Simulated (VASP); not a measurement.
Band structure of Sn (beta). All values below come from rev-vdW-DF2, VASP's PBE PAW potentials (set 64) (plane waves; VASP 6.6.1).

Unless said otherwise, spin-orbit coupling is left out, though it shifts the bands of the heavy elements here.

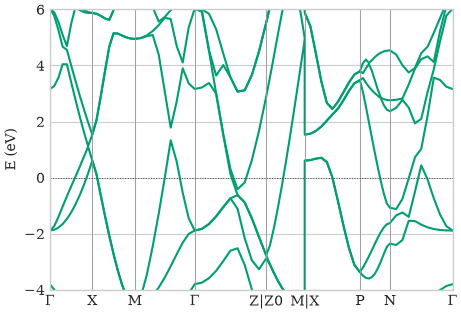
Bands along high-symmetry lines, zero at the valence-band maximum or, without a gap, the Fermi level

Read the plot: is there a gap, and where are the band edges?

It has no gap at this level: it comes out as a metal or semimetal. (Edges off the drawn lines would not show.)

The compound is Sn in the beta structure. It was relaxed first.
